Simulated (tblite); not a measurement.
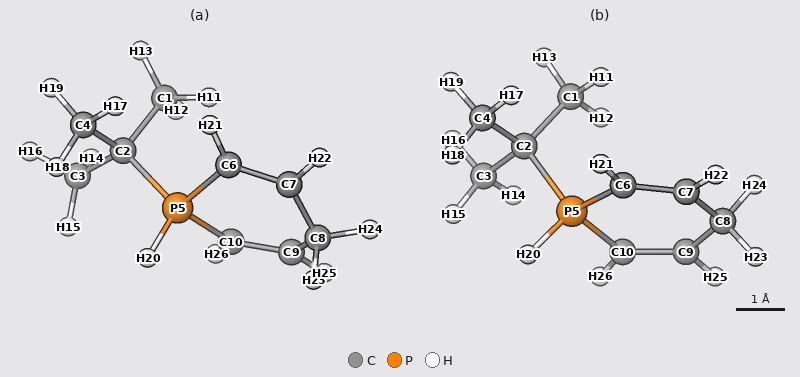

The structure of C₉H₁₆P (charge +1) before (left) and after (right) a relaxation, at one scale.

The picture is a ball-and-stick view, seen from a free direction.

These are results of GFN2-xTB geometry optimisation, gas phase (tblite 0.8.0), not measurements. 

### Describe what moved and what it gained.

Over 137 geometry steps the energy falls by 79.6 kJ/mol. H24 moves most after the best rigid fit: 1.20 Å. Largest moves by element: H 1.20 Å, C 0.52 Å, P 0.17 Å. Some distances before and after: C2–C3 1.470 → 1.527 Å, C2–P5 1.800 → 1.854 Å, C3–H14 1.130 → 1.089 Å, C1–H12 1.121 → 1.090 Å. Bond angles that change, for instance: C3–C2–P5 116.0° → 107.2°, C2–P5–H20 113.7° → 105.9°, C2–P5–C6 107.0° → 113.8°. Groups turn about C2–C3 by about 40°, C1–C2 by about 25°.
